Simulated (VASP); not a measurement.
Energy against volume of HfN (rock salt). Level of theory: PBE GGA with D4 dispersion, VASP's PBE PAW potentials (set 64) (plane waves; VASP).

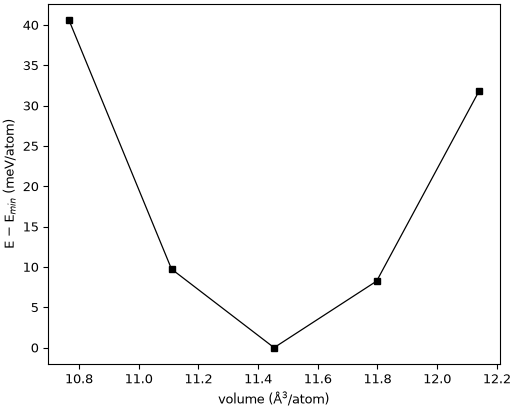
Figure. Energy against volume

Estimate the equilibrium volume and the bulk modulus.

The minimum lies near 11.5 Å³/atom, and the curvature gives B0 of about 280 GPa.

Measured: a 4.524 Å (computed value off by -0.3 %), as given by Seo, Lee, Wen, Petrov, Greene, Gall, J. Appl. Phys. 96, 878 (2004). The calculation is for a static lattice, while the measured a holds thermal and zero-point effects, which are part of the difference.

The compound is HfN in the rock salt structure. It was relaxed first.
